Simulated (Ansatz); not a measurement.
**CaF2: carrier doping**

Base system: CaF2 in the fluorite structure (space group Fm-3m, No. 225; a = 5.421 Å).

Carriers are added at fixed cell with a uniform background; the Fermi–Dirac width is that of 300 K.

Method: DFT with PBEsol, PAW potentials and a 420 eV plane-wave cutoff in Ansatz (a first-principles code), scalar-relativistic without spin-orbit coupling.

Notes on the quantities. Fermi level from band edge: Fermi level relative to the doped band's edge (positive inside the band; to 0.05 eV).

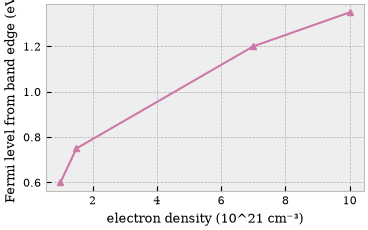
Fig. 1. Fermi level from band edge against electron density

| electron density (10^21 cm⁻³) | Fermi level from band edge |
|---|---|
| 1 | +0.60 eV |
| 1.5 | +0.75 eV |
| 7 | +1.20 eV |
| 10 | +1.35 eV |

Carriers are added with a uniform compensating background; total energy and stress of such cells depend on the potential's zero and are not compared; many-body gap narrowing is missing at this level. Whether these cells are dynamically stable was not tested.
